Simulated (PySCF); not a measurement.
**AsH3, SMILES `[AsH3]`: what the electrons do**

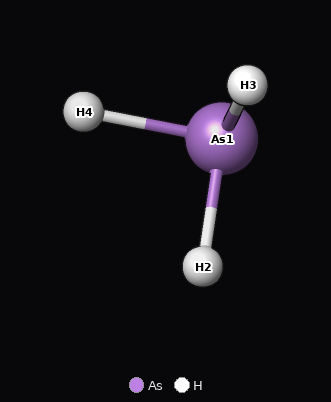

The molecule, with its atoms numbered as below. No frequency check shows the geometry to be a minimum.

Geometry (Å), atoms numbered from 1:

```
As1     -0.0000    0.0000   -0.0729
H2       0.3144   -1.1723    0.8014
H3       0.8581    0.8579    0.8020
H4      -1.1720    0.3137    0.8022
```

Part 1: Bonding charge

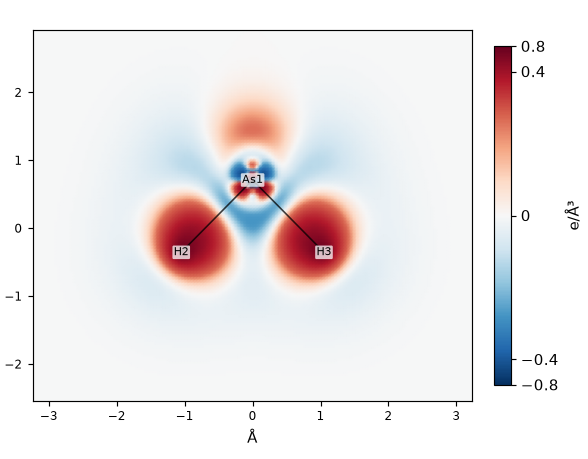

Deformation density (molecule less spherical, spin-averaged free atoms) in the plane of As1, H2 and H3; colour scale in e/Å³, logarithmic beyond ±0.1; red: gain, blue: loss.

Computed with PySCF, B3LYP/def2-SVPD, geometry: GFN2-xTB.

How much density has each bond in this plane gained at its critical point, relative to the free atoms?

Answer. As1–H2 and As1–H3: +0.24 e/Å³ at the bond critical point (bond length 1.50 Å). In all, 0.8 electrons gather in the regions of gain relative to the promolecule.

Part 2: Bond critical points

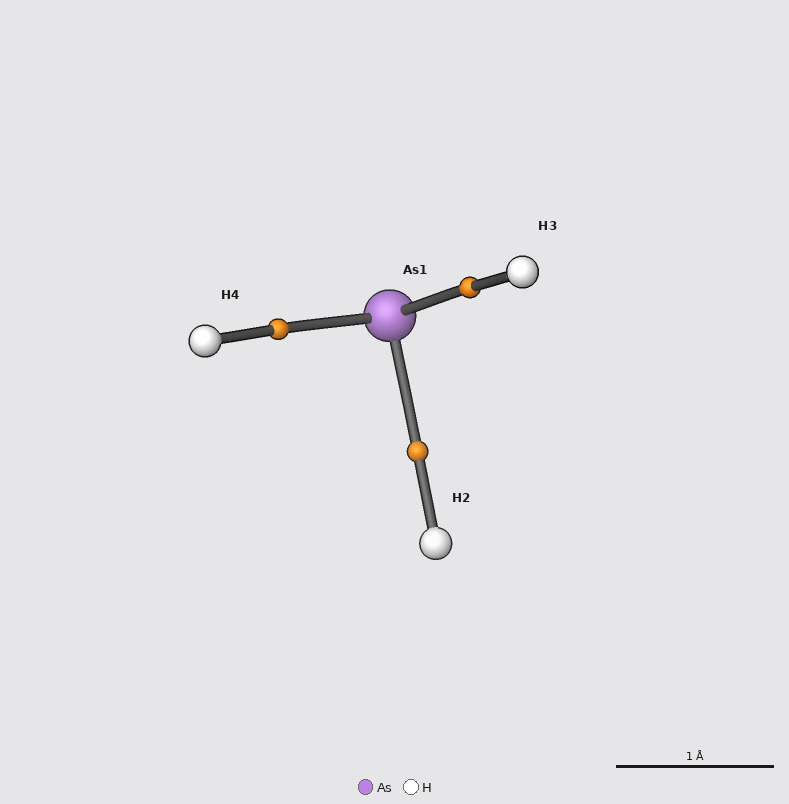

Molecular graph of the electron density (QTAIM): bond paths, bond critical points (orange), ring points (yellow, if any); weak paths are dashed.

How many critical points of each kind are there, and does the count close?

Answer. 4 nuclei, 3 bond, 0 ring and 0 cage critical points: 4 − 3 + 0 − 0 = 1, as the Poincaré–Hopf relation requires.

Tabulate density, Laplacian, ellipticity and energy density at the bond critical points (atomic units).

Answer.
```
            bond  length (Å)  ρ (a.u.)  ∇²ρ (a.u.)     ε  H (a.u.)
As1–H2 (3 alike)       1.496     0.154       −0.07  0.03    −0.110
```

What kind of interaction is As1–H2?

Answer. Shared-shell (covalent): ρ = 0.154, ∇²ρ = −0.07, H = −0.110 a.u.

Part 3: Local ionisation energy

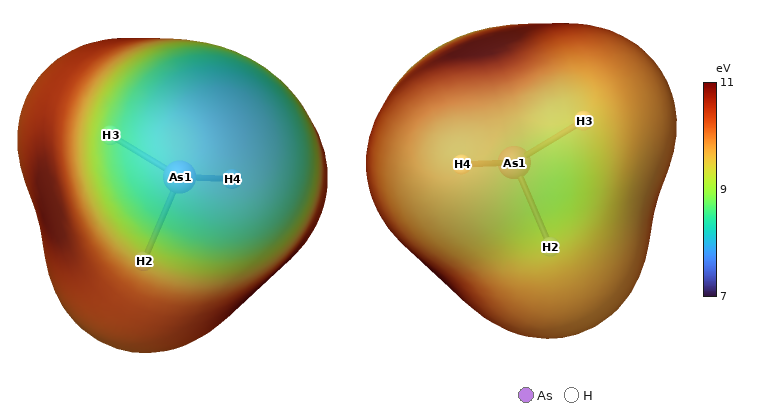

Average local ionisation energy on the surface of electron density 0.001 a.u. (back view left, front view right).

Locate the minima of the map.

Answer. The lowest value is 7.9 eV, 2.4 Å from As1. Further minima include 9.0 eV, about equally far (1.9 Å) from H2, H3 and H4, over As1 (2.4 Å). For comparison, the highest occupied orbital lies at −7.8 eV.

Part 4: In an electric field

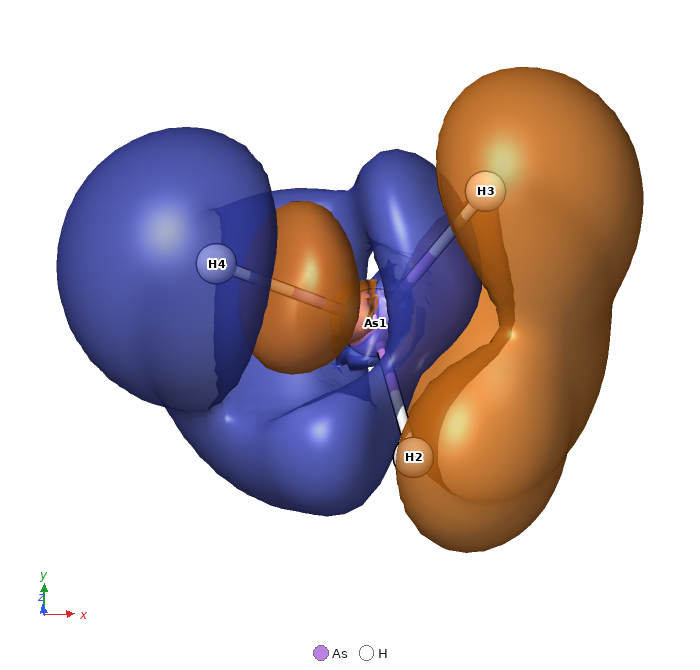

Change of the electron density in a uniform field of 0.21 V/Å, surfaces at ±0.001 e/Å³ (orange: gain, blue: loss).

Method: B3LYP/def2-SVPD; geometry: GFN2-xTB; program: PySCF.

The field was applied in both directions; the picture shows the one opposite to the script's first.

Along which Cartesian direction does the field point?

Answer. Along −x: electrons gather on the +x side, against the field.

How large is the response?

Answer. The induced dipole is 0.34 D (along the field); α along this axis, from the fields in both directions, is 34 bohr³ (5.0 Å³).

Part 5: Removing or adding an electron

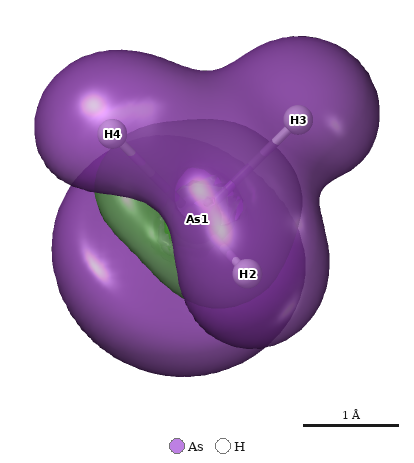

Fukui function f⁻ = ρ(N) − ρ(N−1) at fixed geometry, surfaces at ±0.02 e/Å³ (purple positive, green negative).

Level of theory: B3LYP/def2-SVPD (PySCF), at a geometry from GFN2-xTB.

On which atoms does the density change most on removal of an electron?

Answer. f⁻ (Hirshfeld-condensed) is largest on As1 (0.61); the vertical ionisation energy is 10.70 eV. Condensed values hint at sites of electrophilic attack but needn't mark the atom that reacts. Orbital relaxation makes it negative in places (0.08 e in all).

The PySCF runs shown took 2.9 s, 4.5 s and 19 s on 1 thread of Intel(R) Xeon(R) Platinum 8488C (Sapphire Rapids), with other jobs on the host.
